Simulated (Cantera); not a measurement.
Charge: 1 mol Ti, 5.2 mol CO, at 2.50 mbar.

Equilibrium computed with Cantera from the NASA thermochemical tables; the gas is ideal and each condensed phase is pure. Candidate condensed phases: C, Ti, TiC, TiO, TiO2, Ti2O3, Ti3O5, Ti4O7; 15 gas species. Mutual solubility and eutectic melting of coexisting phases are not modelled. TiC: taken at fixed stoichiometry. Condensed phases not in the tables: Magnéli phases beyond Ti4O7. Kinetics and transport are ignored.

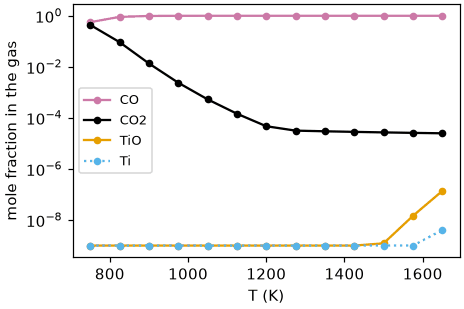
Equilibrium gas composition (values under 1e-9 drawn at 1e-9)

From 750 K to 1050 K the condensed part is C(graphite) + TiO2(rutile). At 1125 K the condensed part is C(graphite) + Ti4O7(s). At 1200 K the condensed part is C(graphite) + Ti3O5(s). From 1275 K to 1650 K the condensed part is TiC(s) + Ti2O3(s).
